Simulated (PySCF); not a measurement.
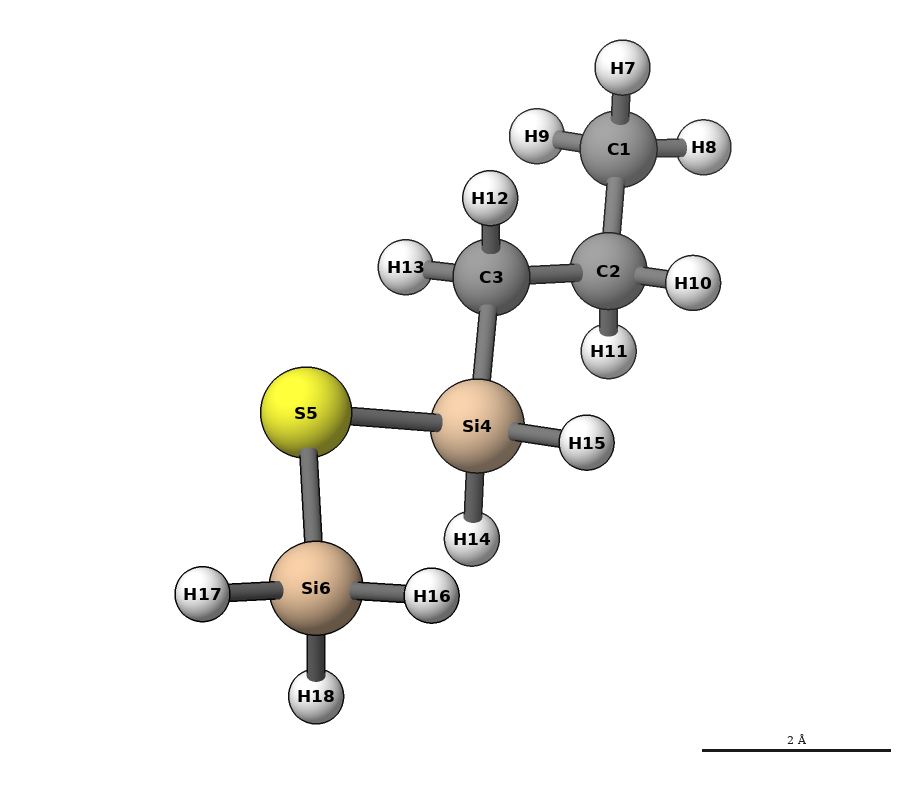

Computed geometry: PBE0-D3(BJ)/def2-SVP optimisation. No frequency run is at hand to confirm it as a minimum.

**Describe the coordination of atom 5.**

S5 has 2 neighbours (Si4 at 2.16, Si6 at 2.15 Å); the arrangement is bent.

**How are the neighbours of atom 1 arranged?**

C1 has 4 neighbours (C2 at 1.52, H7 at 1.10, H8 at 1.10, H9 at 1.10 Å); the arrangement is tetrahedral.

**How are the neighbours of atom 2 arranged?**

C2 has 4 neighbours (C1 at 1.52, C3 at 1.53, H10 at 1.10, H11 at 1.10 Å); the arrangement is tetrahedral.

**How are the neighbours of atom 4 arranged?**

Si4 has 4 neighbours (C3 at 1.88, S5 at 2.16, H14 at 1.50, H15 at 1.50 Å); the arrangement is tetrahedral.

**What is the dihedral angle C3–Si4–S5–Si6?**

179° in size, that is anti.
